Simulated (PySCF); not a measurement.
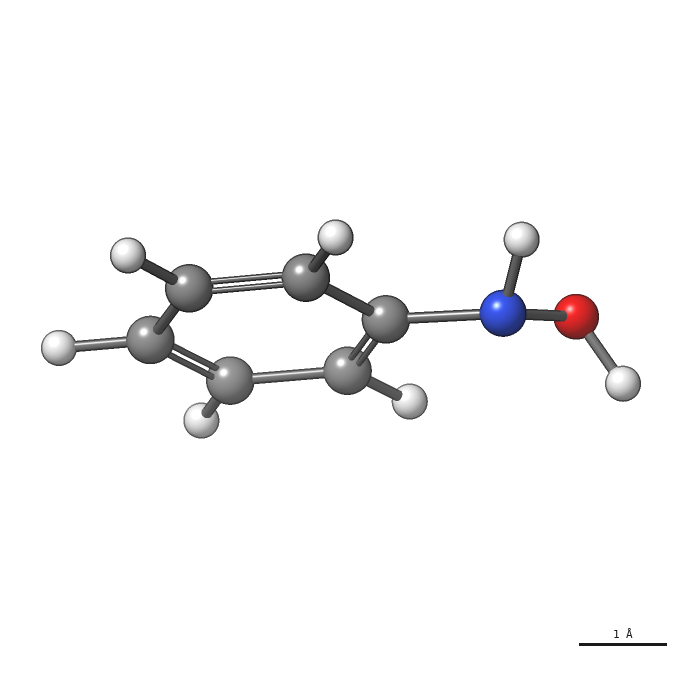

A ball-and-stick model of a molecule. Multiple sticks mark multiple bonds (one Kekulé form). Colours: oxygen red, nitrogen blue, carbon grey, hydrogen white.

Computed geometry: PBE0-D3(BJ)/def2-TZVP optimisation. No frequency run is at hand to confirm it as a minimum.

**Which formula does it have?**

C6H7NO, 15 atoms: 6 carbon, 7 hydrogen, 1 nitrogen and 1 oxygen.

**Describe its rings.**

Independent rings (smallest set): 1 of 6 members, 1 of them aromatic.

**Write the SMILES.**

ONc1ccccc1

The parts below concern this one geometry. Atoms keep their numbers from picture to picture.

**Shape**

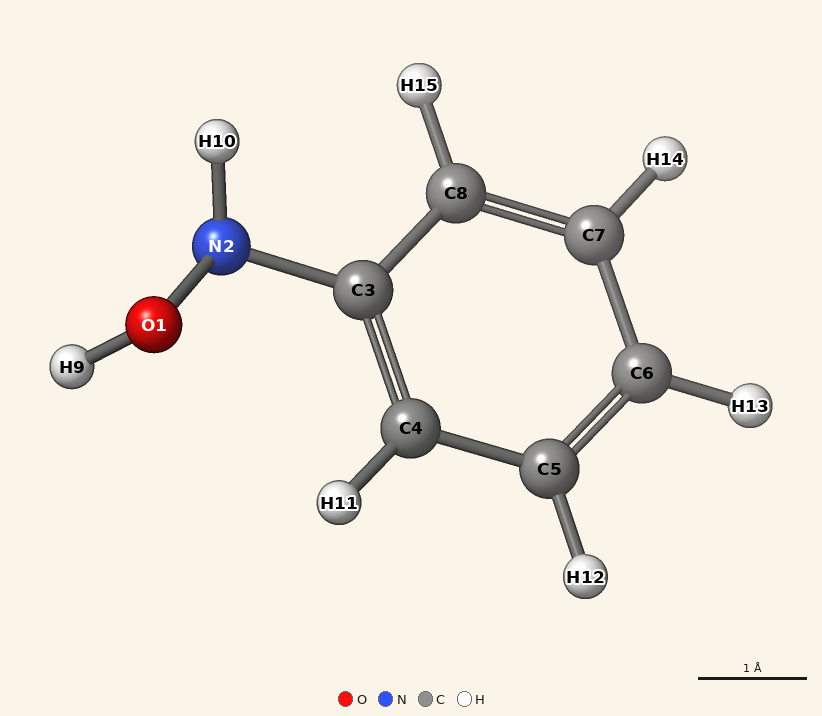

The atoms are numbered. No frequency run is at hand to confirm it as a minimum.

Give these bond angles: O1–N2–H10, N2–C3–C4, C3–N2–H10, C3–C4–H11, C3–C8–C7, C3–C8–H15, C4–C5–H12, C5–C4–H11, C5–C6–C7, C6–C5–H12, C7–C6–H13, C7–C8–H15.

| angle | degrees |
| --- | --- |
| O1–N2–H10 | 106.8 |
| N2–C3–C4 | 122.1 |
| C3–N2–H10 | 111.4 |
| C3–C4–H11 | 119.4 |
| C3–C8–C7 | 120.2 |
| C3–C8–H15 | 119.7 |
| C4–C5–H12 | 119.1 |
| C5–C4–H11 | 120.9 |
| C5–C6–C7 | 119.1 |
| C6–C5–H12 | 119.9 |
| C7–C6–H13 | 120.4 |
| C7–C8–H15 | 120.2 |

**Bond orders**

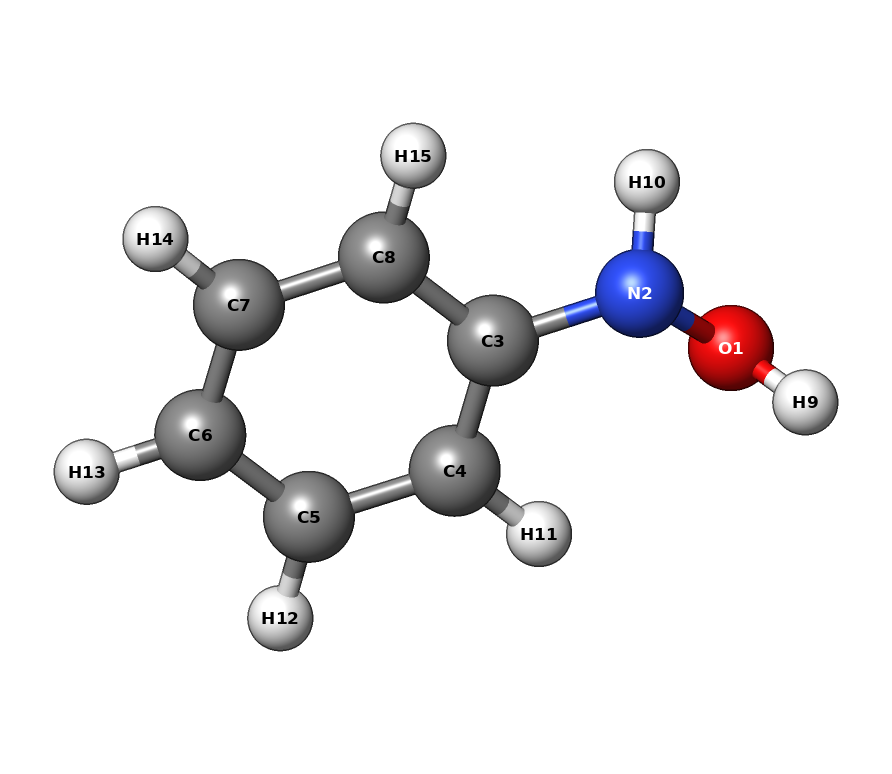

Every bond is drawn as one stick. No frequency run is at hand to confirm it as a minimum. Computed with PBE0/pcSseg-2 (PySCF 2.14.0).

List the Mayer bond orders of O1–N2, N2–C3, C3–C4, C3–C8, C4–C5, C5–C6, C6–C7, C7–C8 (bonds between heavy atoms, one of each equivalent set).

| bond | Mayer order | length (Å) |
| --- | --- | --- |
| O1–N2 | 0.89 | 1.403 |
| N2–C3 | 1.05 | 1.402 |
| C3–C4 | 1.40 | 1.390 |
| C3–C8 | 1.33 | 1.395 |
| C4–C5 | 1.41 | 1.387 |
| C5–C6 | 1.43 | 1.386 |
| C6–C7 | 1.40 | 1.389 |
| C7–C8 | 1.45 | 1.383 |

**Ring current**

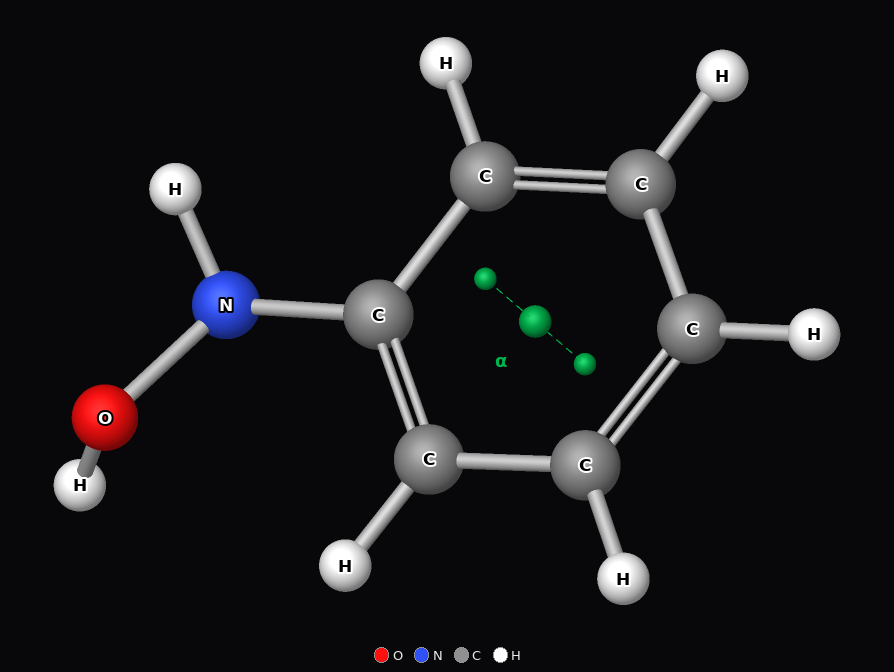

The small points mark where nucleus-independent chemical shifts (NICS) were computed: at the centre of each lettered ring and 1 Å above and below it. No frequency run is at hand to confirm it as a minimum. Properties computed with GIAO ωB97X-D/pcSseg-2 NMR shielding, non-relativistic, gas phase (PySCF 2.14.0).

Give NICS(0), NICS(1) and the out-of-plane component NICS(1)zz for each ring (means of the two sides).

| ring | members | NICS(0) | NICS(1) | NICS(1)zz |
| --- | --- | --- | --- | --- |
| α | C6 | −8.3 | −9.4 | −27.2 |

Values in ppm.

**What do the values say about the ring currents?**

Ring α: diatropic, as in an aromatic ring. NICS is one index among several.

**Quadrupole coupling**

No frequency run is at hand to confirm it as a minimum. Electric field gradients from the ground-state density, PBE0/pcSseg-2 (PySCF 2.14.0), non-relativistic apart from any core potentials.

Give the largest field-gradient component, the quadrupole coupling constant and the asymmetry for 17O at O1 (Q = −25.6 mb), 14N at N2 (Q = 20.44 mb), 2H at H9 (Q = 2.86 mb), 2H at H10 (Q = 2.86 mb), 2H at H11 (Q = 2.86 mb), 2H at H12 (Q = 2.86 mb).

```tsv
atom	V_zz (a.u.)	e²qQ/h (MHz)	η
O1	−2.321	13.96	0.99
N2	−1.444	−6.93	0.73
H9	0.449	0.302	0.17
H10	0.371	0.249	0.20
H11	0.299	0.201	0.07
H12	0.296	0.199	0.06
```
